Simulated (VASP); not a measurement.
# From one sheet to two: 1T-PtS2 monolayer, part 3 of 6

What are the lattice, gap and band positions of 1T-PtS2 monolayer, and what does a second sheet change?

VASP 6.6.1, plane waves and PAW; the level of theory is named at each step.

So far, least gap on mesh and path (eV): step 4 (vacuum level and density of states) 1.79.

## Step 5: The slab in a field, field -0.1

Level of this step: optB86b-vdW; plane waves and PAW (Pt, S) (VASP).

A field across the slab, with the atoms held, gives the electronic response: the dipole changes linearly with the field, and the energy has a linear term from the slab's own dipole and a quadratic one from its polarisability.

Contents of INCAR:

```
SYSTEM = PtS2
PREC = Normal
ENCUT = 350
EDIFF = 1E-06
NELM = 120
ISMEAR = 0
SIGMA = 0.03
LREAL = .FALSE.
ALGO = Fast
GGA = MK
AGGAC = 0
LUSE_VDW = .TRUE.
PARAM1 = 0.1234
PARAM2 = 1
LASPH = .TRUE.
NBANDS = 17
LORBIT = 11
LWAVE = .FALSE.
LCHARG = .FALSE.
KPAR = 4
IDIPOL = 3
LDIPOL = .TRUE.
DIPOL = 0.5 0.5 0.5
EFIELD = -0.1
```

Contents of POSCAR:

```
PtS2
1.0
    3.5376312987      0.0000000000      0.0000000000
   -1.7688156493      3.0636785739      0.0000000000
    0.0000000000      0.0000000000     22.0000000000
Pt S
1 2
Direct
    0.0000000000      0.0000000000      0.5000000000
    0.3333333333      0.6666666667      0.4431445006
    0.6666666667      0.3333333333      0.5568554994
```

Contents of KPOINTS:

```
Automatic mesh
0
Gamma
12 12 1
0 0 0
```

Potentials, in the order of the species: Pt and S (PBE family, release 64).

Started as:

```
$ mpirun -np 4 vasp_std
```

What it wrote:

```text
[... set-up lines as in an earlier step ...]
 entering main loop
       N       E                     dE             d eps       ncg     rms          rms(c)
DAV:   1     0.153714031476E+03    0.15371E+03   -0.63744E+03   646   0.706E+02
DAV:   2     0.400678947971E+01   -0.14971E+03   -0.14115E+03   948   0.160E+02
DAV:   3    -0.110557561611E+02   -0.15063E+02   -0.14912E+02   825   0.638E+01
DAV:   4    -0.113198816750E+02   -0.26413E+00   -0.26369E+00   810   0.994E+00
DAV:   5    -0.113270418307E+02   -0.71602E-02   -0.71591E-02   938   0.157E+00    0.172E+01
RMM:   6    -0.101879740854E+02    0.11391E+01   -0.67726E+00   680   0.147E+01    0.104E+01
RMM:   7    -0.100176851558E+02    0.17029E+00   -0.91916E-01   675   0.632E+00    0.437E+00
RMM:   8    -0.997568196779E+01    0.42003E-01   -0.97431E-02   768   0.211E+00    0.615E-01
RMM:   9    -0.997799128181E+01   -0.23093E-02   -0.43151E-02   780   0.111E+00    0.219E-01
RMM:  10    -0.997749893443E+01    0.49235E-03   -0.65131E-03   830   0.517E-01    0.139E-01
RMM:  11    -0.997764821917E+01   -0.14928E-03   -0.14734E-03   837   0.260E-01    0.783E-02
RMM:  12    -0.997789961684E+01   -0.25140E-03   -0.36933E-04   827   0.134E-01    0.161E-02
RMM:  13    -0.997795075365E+01   -0.51137E-04   -0.11348E-04   934   0.609E-02    0.127E-02
RMM:  14    -0.997803726067E+01   -0.86507E-04   -0.23376E-05   786   0.232E-02    0.810E-03
RMM:  15    -0.997805379366E+01   -0.16533E-04   -0.95877E-06   657   0.104E-02    0.303E-03
RMM:  16    -0.997809729190E+01   -0.43498E-04   -0.10753E-05   677   0.109E-02    0.184E-03
RMM:  17    -0.997815199879E+01   -0.54707E-04   -0.20588E-05   739   0.130E-02    0.307E-03
RMM:  18    -0.997816097735E+01   -0.89786E-05   -0.21470E-06   651   0.523E-03    0.650E-04
RMM:  19    -0.997816753693E+01   -0.65596E-05   -0.16643E-06   603   0.372E-03    0.115E-03
RMM:  20    -0.997816853199E+01   -0.99507E-06   -0.20698E-07   422   0.192E-03
   1 F= -.99781685E+01 E0= -.99781685E+01  d E =-.548693E-14
```

It took 35 s on 4 MPI ranks of Intel Xeon Platinum 8488C (Sapphire Rapids), shared host; peak memory 1.5 GiB; 2.3 min of CPU time.

Parts of OUTCAR (step 5):

```text
   NELECT =      22.0000    total number of electrons

 dipolmoment           0.000000      0.000000     -0.026988 electrons x Angstroem

 E-fermi :  -3.5247

 k-point     1 :       0.0000    0.0000    0.0000
  band No.  band energies     occupation
    ...
      7      -6.5215      2.00000
      8      -4.5168      2.00000
      9      -4.3945      2.00000
     10      -3.8696      2.00000
     11      -3.8696      2.00000
     12      -0.4427      0.00000
     13      -0.4427      0.00000
     14       1.3507      0.00000
     15       1.8575      0.00000
     16       2.3638      0.00000
    ...

Total vdW correction in eV:      3.5428110

  Total        0.0126991      0.0126991     -0.0893690      0.0000000      0.0000000      0.0000000
  in kB        0.0853309      0.0853309     -0.6005082      0.0000000      0.0000000      0.0000000
  external PRESSURE =      -0.1432821 kB  Pullay stress =       0.0000000 kB

 POSITION                                       TOTAL-FORCE (eV/Angst)
 -----------------------------------------------------------------------------------
      0.00000      0.00000     11.00000         0.000000     -0.000000      0.000959
     -0.00000      2.04245      9.74918        -0.000000      0.000000     -0.000517
      1.76882      1.02123     12.25082        -0.000000      0.000000     -0.000442
 -----------------------------------------------------------------------------------
    total drift:                                0.000000      0.000001     -0.000651

  FREE ENERGIE OF THE ION-ELECTRON SYSTEM (eV)
  ---------------------------------------------------
  free  energy   TOTEN  =        -9.9781685320 eV

  energy  without entropy=       -9.9781685320  energy(sigma->0) =       -9.97816853

Total vdW correction in eV:      3.5428052

 vacuum level on the upper side and lower side of the slab         2.813         1.204

[... 8 parts as in an earlier step ...]

[... 9 further parts left out ...]
```

Numbers from this step:

* electronic cycles: 20
* free energy (TOTEN): -9.978 eV
* Fermi energy: -3.525 eV
* dipole moment: 0, 0, -0.02699 e·Å

VASP counts the dipole in electrons times Å, so a positive number points the physical dipole along −c. A positive EFIELD is likewise a physical field along −c.

Energy at zero smearing: -9.97817 eV.

## Step 6: The slab in a field, field 0.1

Edit INCAR of step 5 so:

```diff
@@ -23,2 +23,2 @@
 DIPOL = 0.5 0.5 0.5
-EFIELD = -0.1
+EFIELD = 0.1
```

POSCAR is that of step 5.

KPOINTS is that of step 5.

Started as:

```
$ mpirun -np 4 vasp_std
```

What it wrote:

```text
[... set-up lines as in an earlier step ...]
 entering main loop
       N       E                     dE             d eps       ncg     rms          rms(c)
DAV:   1     0.153733337130E+03    0.15373E+03   -0.63742E+03   646   0.706E+02
DAV:   2     0.428575485275E+01   -0.14945E+03   -0.14076E+03   961   0.160E+02
DAV:   3    -0.110676860129E+02   -0.15353E+02   -0.15244E+02   850   0.641E+01
DAV:   4    -0.113202984188E+02   -0.25261E+00   -0.25228E+00   825   0.979E+00
[...]
RMM:  20    -0.997816890823E+01   -0.13268E-05   -0.20268E-07   428   0.195E-03    0.518E-04
RMM:  21    -0.997817030063E+01   -0.13924E-05   -0.16568E-07   463   0.193E-03    0.480E-04
RMM:  22    -0.997817032717E+01   -0.26535E-07   -0.36449E-08   337   0.119E-03
   1 F= -.99781703E+01 E0= -.99781703E+01  d E =-.718556E-14
```

Elapsed: 39 s, on 4 MPI ranks; peak memory 1.5 GiB; 2.5 min of CPU time.

From OUTCAR (step 6):

```text
  Total        0.0121596      0.0121596     -0.0900731      0.0000000      0.0000000      0.0000000
  in kB        0.0817056      0.0817056     -0.6052394      0.0000000      0.0000000      0.0000000
  external PRESSURE =      -0.1472761 kB  Pullay stress =       0.0000000 kB

 POSITION                                       TOTAL-FORCE (eV/Angst)
 -----------------------------------------------------------------------------------
      0.00000      0.00000     11.00000         0.000000     -0.000000     -0.000956
     -0.00000      2.04245      9.74918        -0.000000      0.000000      0.000657
      1.76882      1.02123     12.25082         0.000000     -0.000000      0.000299
 -----------------------------------------------------------------------------------
    total drift:                               -0.000000     -0.000001      0.000274

  FREE ENERGIE OF THE ION-ELECTRON SYSTEM (eV)
  ---------------------------------------------------
  free  energy   TOTEN  =        -9.9781703272 eV

  energy  without entropy=       -9.9781703272  energy(sigma->0) =       -9.97817033

[... 2 parts as in an earlier step ...]

[... 1 further part left out ...]
[key lines of the parts left out:]
E-fermi :  -3.5255
```

Numbers from this step:

```yaml
electronic_cycles: 22
fermi_energy: -3.526 eV
dipole_moment: 0, 0, 0.02706 e·Å
gap_on_the_k_mesh: 1.801 eV
```

Energy at zero smearing: -9.97817 eV.

## Step 7: With spin-orbit coupling

This step: optB86b-vdW, spin-orbit coupling; plane waves and PAW (Pt, S) (VASP 6.6.1).

For heavy elements spin-orbit coupling shifts the highest filled levels.

Edit INCAR of step 6 so:

```diff
@@ -15,4 +15,8 @@
 LASPH = .TRUE.
-NBANDS = 17
-LORBIT = 11
+LNONCOLLINEAR = .TRUE.
+MAGMOM = 0 0 0 0 0 0 0 0 0
+NBANDS = 34
+GGA_COMPAT = .FALSE.
+LSORBIT = .TRUE.
+LMAXMIX = 4
 LWAVE = .FALSE.
@@ -23,2 +27 @@
 DIPOL = 0.5 0.5 0.5
-EFIELD = 0.1
```

POSCAR is that of step 6.

KPOINTS is that of step 6.

Contents of KPOINTS_OPT:

```
Line mode
14
Line-mode
Reciprocal
  0.00000000   0.00000000   0.00000000 GAMMA
  0.50000000   0.00000000   0.00000000 M

  0.50000000   0.00000000   0.00000000 M
  0.33333333   0.33333333   0.00000000 K

  0.33333333   0.33333333   0.00000000 K
  0.00000000   0.00000000   0.00000000 GAMMA
```

Started as:

```
$ mpirun -np 4 vasp_ncl
```

What it wrote:

```text
[... set-up lines as in an earlier step ...]
 entering main loop
       N       E                     dE             d eps       ncg     rms          rms(c)
DAV:   1     0.155782253159E+03    0.15578E+03   -0.60288E+03  1300   0.702E+02
DAV:   2     0.781748079260E+01   -0.14796E+03   -0.13628E+03  1946   0.166E+02
DAV:   3    -0.112660432043E+02   -0.19084E+02   -0.18707E+02  1640   0.683E+01
DAV:   4    -0.117463173911E+02   -0.48027E+00   -0.47813E+00  1696   0.124E+01
DAV:   5    -0.117566596752E+02   -0.10342E-01   -0.10335E-01  1724   0.176E+00    0.191E+01
RMM:   6    -0.105674660177E+02    0.11892E+01   -0.70852E+00  1369   0.150E+01    0.116E+01
RMM:   7    -0.103920521989E+02    0.17541E+00   -0.84608E-01  1363   0.614E+00    0.571E+00
RMM:   8    -0.103693365757E+02    0.22716E-01   -0.48876E-02  1503   0.158E+00    0.195E+00
RMM:   9    -0.103639536994E+02    0.53829E-02   -0.38961E-02  1572   0.114E+00    0.285E-01
RMM:  10    -0.103650189478E+02   -0.10652E-02   -0.77415E-03  1782   0.489E-01    0.144E-01
RMM:  11    -0.103652655706E+02   -0.24662E-03   -0.10015E-03  1721   0.191E-01    0.619E-02
RMM:  12    -0.103654149507E+02   -0.14938E-03   -0.19990E-04  1586   0.895E-02    0.361E-02
RMM:  13    -0.103654394532E+02   -0.24503E-04   -0.58807E-05  1700   0.445E-02    0.174E-02
RMM:  14    -0.103654980690E+02   -0.58616E-04   -0.24290E-05  1676   0.241E-02    0.817E-03
RMM:  15    -0.103655181254E+02   -0.20056E-04   -0.72946E-06  1446   0.111E-02    0.248E-03
RMM:  16    -0.103655413059E+02   -0.23181E-04   -0.40433E-06  1345   0.795E-03    0.213E-03
RMM:  17    -0.103655985369E+02   -0.57231E-04   -0.13557E-05  1567   0.123E-02    0.191E-03
RMM:  18    -0.103656345824E+02   -0.36046E-04   -0.66855E-06  1514   0.103E-02    0.106E-03
RMM:  19    -0.103656629307E+02   -0.28348E-04   -0.94863E-06  1562   0.997E-03    0.853E-04
RMM:  20    -0.103656650889E+02   -0.21583E-05   -0.34445E-07  1176   0.317E-03    0.663E-04
RMM:  21    -0.103656681412E+02   -0.30522E-05   -0.51577E-07  1239   0.275E-03    0.327E-04
RMM:  22    -0.103656691166E+02   -0.97545E-06   -0.14742E-07   942   0.173E-03
   1 F= -.10365669E+02 E0= -.10365669E+02  d E =-.163111E-16  mag=     0.0000    -0.0000     0.0000
 Start KPOINTS_OPT (optional k-point list driver)
k-point batch [1-19\42]
       N       E                     dE             ncg
DAV:   1    -0.312369895685E+03   -0.70577E+04     1316
DAV:   2    -0.315006702846E+04   -0.28377E+04     1900
DAV:   3    -0.349345260893E+04   -0.34339E+03     1674
DAV:   4    -0.350113515444E+04   -0.76825E+01     1598
DAV:   5    -0.350129496640E+04   -0.15981E+00     1750
DAV:   6    -0.350129986906E+04   -0.49027E-02     1722
DAV:   7    -0.350130003551E+04   -0.16645E-03     1768
DAV:   8    -0.350130004597E+04   -0.10466E-04     1624
DAV:   9    -0.350130004615E+04   -0.17335E-06     1168
[...]
k-point batch [39-42\42]
       N       E                     dE             ncg
DAV:   1     0.756906110184E+04   -0.22451E+03      320
DAV:   2     0.706341597392E+04   -0.50565E+03      340
DAV:   3     0.699431465857E+04   -0.69101E+02      366
DAV:   4     0.699232755930E+04   -0.19871E+01      352
DAV:   5     0.699226699358E+04   -0.60566E-01      384
DAV:   6     0.699226407507E+04   -0.29185E-02      400
DAV:   7     0.699226403859E+04   -0.36481E-04      392
DAV:   8     0.699226403832E+04   -0.27272E-06      326
```

Run time: 1.9 min. Hardware: 4 MPI ranks; peak memory 2.5 GiB.

OUTCAR, selected parts (step 7):

```text
   k-points           NKPTS =     19   k-points in BZ     NKDIM =     19   number of bands    NBANDS=     34

   NELECT =      22.0000    total number of electrons

 dipolmoment           0.000000      0.000000     -0.000000 electrons x Angstroem

 E-fermi :  -3.4284

 k-point     1 :       0.0000    0.0000    0.0000
  band No.  band energies     occupation
    ...
     18      -4.4133      1.00000
     19      -3.9831      1.00000
     20      -3.9831      1.00000
     21      -3.7793      1.00000
     22      -3.7793      1.00000
     23      -0.5643      0.00000
     24      -0.5643      0.00000
     25      -0.3220      0.00000
     26      -0.3220      0.00000
     27       1.4070      0.00000
    ...

Total vdW correction in eV:      3.5419748

  Total        0.0699367      0.0699367      0.0124169      0.0000000      0.0000000      0.0000000
  in kB        0.4699344      0.4699344      0.0834343      0.0000000      0.0000000      0.0000000
  external PRESSURE =       0.3411010 kB  Pullay stress =       0.0000000 kB

 POSITION                                       TOTAL-FORCE (eV/Angst)
 -----------------------------------------------------------------------------------
      0.00000      0.00000     11.00000        -0.000000      0.000000      0.000000
     -0.00000      2.04245      9.74918        -0.000000      0.000000     -0.039354
      1.76882      1.02123     12.25082         0.000000     -0.000000      0.039354
 -----------------------------------------------------------------------------------
    total drift:                               -0.000000      0.000000      0.000000

  FREE ENERGIE OF THE ION-ELECTRON SYSTEM (eV)
  ---------------------------------------------------
  free  energy   TOTEN  =       -10.3656691166 eV

  energy  without entropy=      -10.3656691166  energy(sigma->0) =      -10.36566912

Total vdW correction in eV:      3.5419691

 vacuum level on the upper side and lower side of the slab         1.702         1.702

 Spin-Orbit-Coupling matrix elements
 Ion:    1  E_soc:     -0.7755321
 Ion:    2  E_soc:      0.0008656
 Ion:    3  E_soc:      0.0008656

[... 7 parts as in an earlier step ...]

[... 8 further parts left out ...]
```

This step gave:

| Property | Result |
| --- | --- |
| free energy (TOTEN) | -10.37 eV |
| Fermi energy | -3.428 eV |
| least gap on mesh and path | 1.735 eV |
| least direct gap on mesh and path | 1.817 eV |
| dipole moment | 0, 0, 0 e·Å |

On-site spin-orbit energy by atom:

```
atom  on-site spin-orbit energy (eV)
 Pt1                          -0.776
  S2                           0.001
  S3                           0.001
```

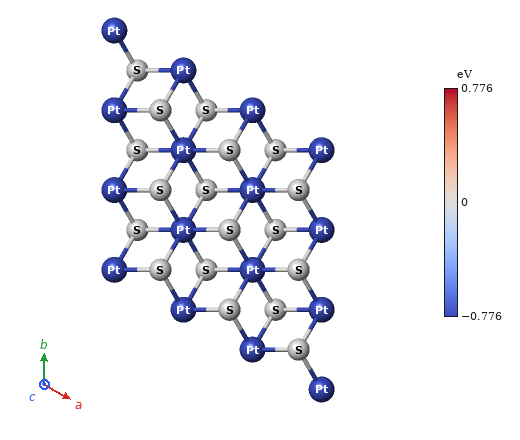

Atoms coloured by on-site spin-orbit energy. 3×3×1 cells are drawn. Some periodic images of atoms are drawn too.

The electronic bands at the labelled points (eV, zero at the valence-band top; v1 is the highest filled band, c1 the lowest empty one):

```
point     v4     v3     v2     v1    c1    c2    c3    c4
    Γ  -0.39  -0.39  -0.18  -0.18  3.03  3.03  3.27  3.27
    M  -1.50  -1.50  -1.48  -1.48  2.75  2.75  3.00  3.00
    K  -0.85  -0.85  -0.64  -0.64  2.06  2.06  2.15  2.15
    Γ  -0.39  -0.39  -0.18  -0.18  3.03  3.03  3.27  3.27
```

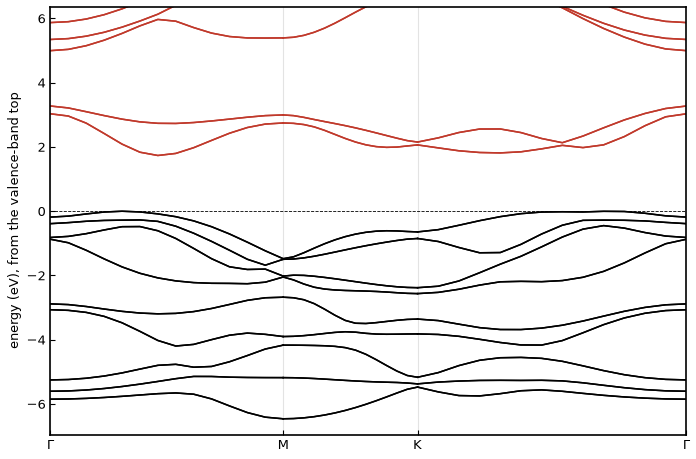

Electronic bands along the path; lines of filled and empty bands in two colours.

(Part 3 of 6 ends here.)

[Lines on the potential files, build, host, timing and source positions are cut from VASP's logs without a mark.]

[Logs are printed without paths, hosts, clocks, repeated set-up lines and the standing remarks that a program may print on its own settings, such as how far it seeks lower states.]

[Hosts, paths, dates, database ids (printed as entryN), source tags and the programs' standing remarks are cut or masked in the printed files.]

[Runs that stopped without an error message from VASP are left out.]
